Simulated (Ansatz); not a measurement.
# What x(Lu) = 0.833, 8 atoms, Cmmm does to TiAl3

Take TiAl₃ (space group I4/mmm, No. 139; a = 3.824 Å, c = 8.561 Å) as the base.

The other end (x = 1) is Lu3Ti (space group I4/mmm, No. 139; a hypothetical phase, not in the database extracts checked): 25.45 Å³/atom, gap zero; this end may not be an ambient phase.

One thing is altered: a fraction x = 0.833 of the Al sites is given to Lu, ordered in a cell of 8 atoms (starting symmetry Cmmm) and fully relaxed.

Method: DFT with r2SCAN, PAW potentials and a 500 eV plane-wave cutoff in Ansatz (a first-principles code), without spin-orbit coupling. Settings: 9×9×7 k-points, 0.05 eV Fermi–Dirac smearing, for the changed cell.

The volume per atom goes up by 8.07 Å³ (15.65 Å³ → 23.72 Å³) and the density rises by 5.31 g/cm³ to 8.73 g/cm³. The shortest interatomic distance goes up by 0.411 Å (2.704 Å → 3.115 Å) and the band gap is still zero. The mixing energy amounts to +0.01 eV/atom (to 0.01 eV only: unlike meshes or grids) (against an end that may be hypothetical).

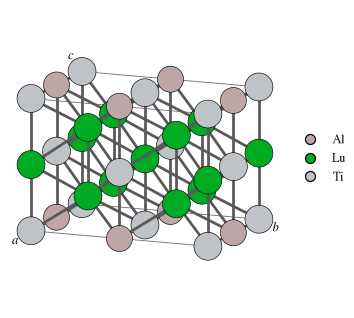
The relaxed conventional cell after the change

Cost of the whole job for the changed cell (relaxation, final SCF and bands): very roughly 30 core-minutes.

Each cell is one ordered arrangement of few atoms, which overstates ordering effects compared with a random alloy. No phonon test of stability was made. The final runs are not spin-polarised. An odd electron count without spin: TiAl3 and Lu3Ti. Lu5Ti2Al and Lu3Ti have a high density of states at the Fermi level and may be magnetic at this level.
